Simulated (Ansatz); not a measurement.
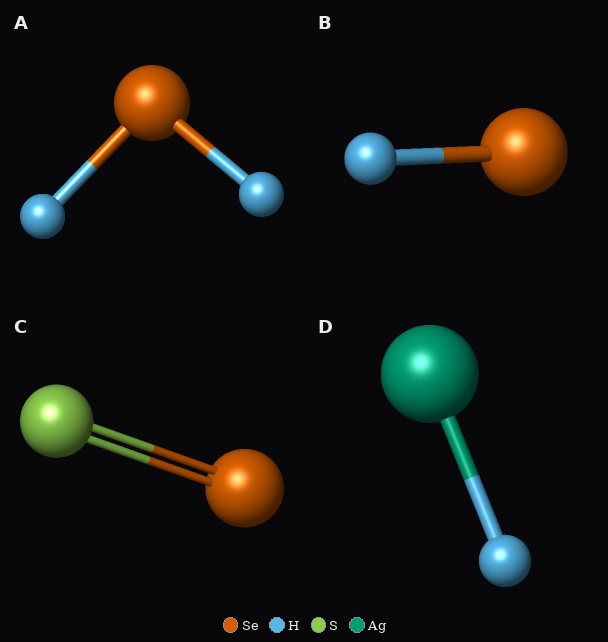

```sh
ansatz run in.yaml --threads 2 --pin off --events-out ev --progress --plain --max-ram 20480MiB --backend cpu
```

```yaml
crystal:
  periodic: [false, false, false]
  atoms:
    - {symbol: Se, position_ang: [-0.625771, 0.226099, -0.316455]}
    - {symbol: H, position_ang: [0.625771, -0.226099, 0.316455]}
basis:
  gaussian: {orbitals: "def2-TZVPPD.json"}
total_charge: -1
hamiltonian: {xc: {name: PBE-QIDH}}
```

Which panel shows the molecule in this file?

Answer. B. The file holds HSe(-), `[SeH-]`.

The singlet of SSe was imposed, and no run here tests it against higher spins, which may well lie lower.
